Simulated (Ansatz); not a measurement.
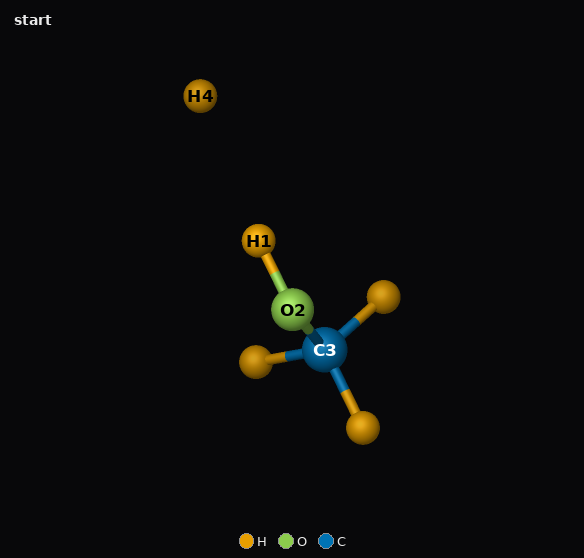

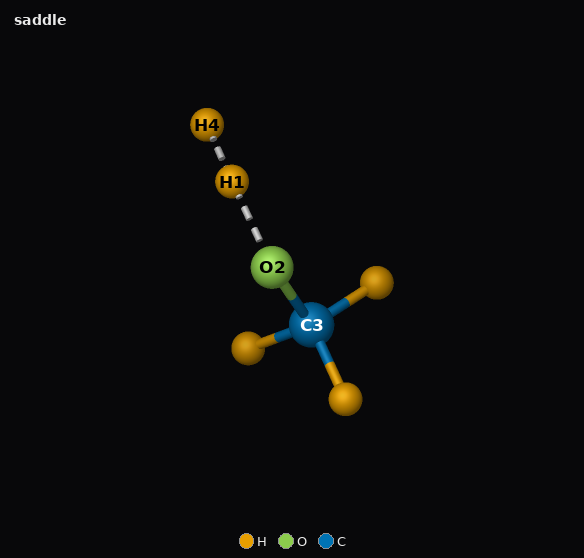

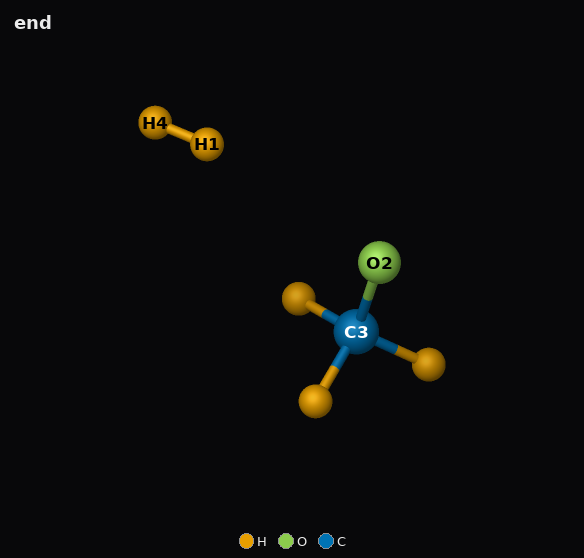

A saddle point and the two end points reached downhill from it. Broken sticks mark bonds that form or break. Charge 0, doublet. Geometries: PBE0-D4/def2-TZVP; all other levels are single points on them, and energies count from the start as drawn. Program: Ansatz 0.2.0. In CBS estimates cores are frozen, and CCSD(T) − MP2 is taken in the smaller basis.

### Which bonds form and which break from start to end?

Formed: H1–H4; broken: H1–O2. At the saddle point H1···H4 is 0.88 Å, H1···O2 is 1.24 Å.

Give the electronic barrier and the reaction energy from start to end in kcal/mol (no zero-point energy) with CCSD(T)/CBS (MP2 limit from def2-TZVPP and def2-QZVPP plus CCSD(T) − MP2); B3LYP-D4/def2-TZVPP.

```
                                                                    level  barrier  reaction energy
CCSD(T)/CBS (MP2 limit from def2-TZVPP and def2-QZVPP plus CCSD(T) − MP2)     16.1             +3.6
                                                      B3LYP-D4/def2-TZVPP      6.4             −3.0
```
